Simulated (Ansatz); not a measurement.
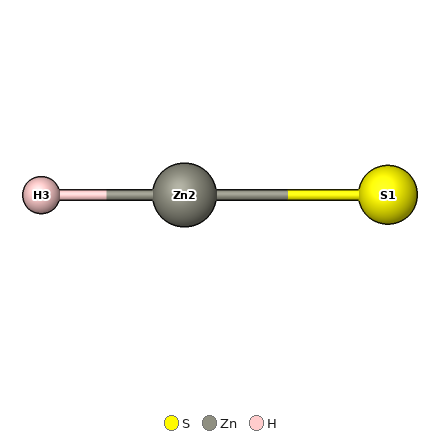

The system is HSZn, SMILES [S][ZnH], spin multiplicity 2; the picture shows the grid point nearest to the relaxed geometry. Two internal coordinates are moved rigidly from the geometry relaxed at PBE0-D4/def2-TZVP, all others fixed. The first coordinate is: bond S1–Zn2; the second: bond Zn2–H3. The scan uses a 5 × 7 grid. At 4 points there is no value. Points are written as (first, second). Energies are in kJ/mol, from the lowest grid point. Level of theory: Ansatz 0.2.0, UKS r2SCAN-D4/def2-TZVPP.

Its coordinates:

```xyz
3

S    -1.6904    0.4794   -0.8691
Zn    0.2257   -0.0640    0.1160
H     1.5752   -0.4468    0.8099
```

Range: bond S1–Zn2 from 1.957 to 2.343 Å; bond Zn2–H3 from 1.378 to 1.837 Å.

> What will the energy surface look like?

The lowest grid point is at (2.114 Å, 1.488 Å). The highest grid point, (1.957 Å, 1.837 Å), lies 79.3 kJ/mol above the lowest.

| bond Zn2–H3 ↓, bond S1–Zn2 → | 1.957 | 2.021 | 2.114 | 2.222 | 2.343 |
| --- | --- | --- | --- | --- | --- |
| 1.837 | 79.3 | 59.9 | 46.9 | 47.5 | – |
| 1.740 | 58.3 | 38.9 | 25.9 | 26.6 | – |
| 1.649 | 42.8 | 23.3 | 10.3 | 11.0 | – |
| 1.565 | 34.2 | 14.6 | 1.4 | 2.1 | – |
| 1.488 | 33.2 | 13.4 | 0.0 | 0.6 | 14.7 |
| 1.423 | 39.6 | 19.5 | 6.0 | 6.5 | 20.5 |
| 1.378 | 49.0 | 28.8 | 15.1 | 15.5 | 29.5 |

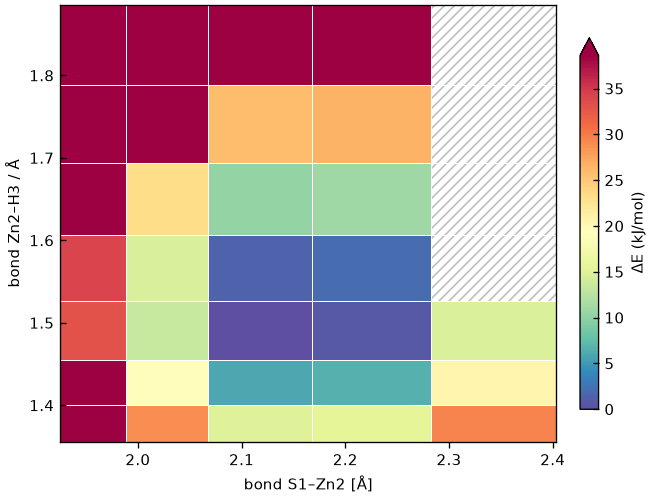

Drawn: one coloured cell a grid point, one colour for all values above the top of the scale, hatched blanks where no value was computed.
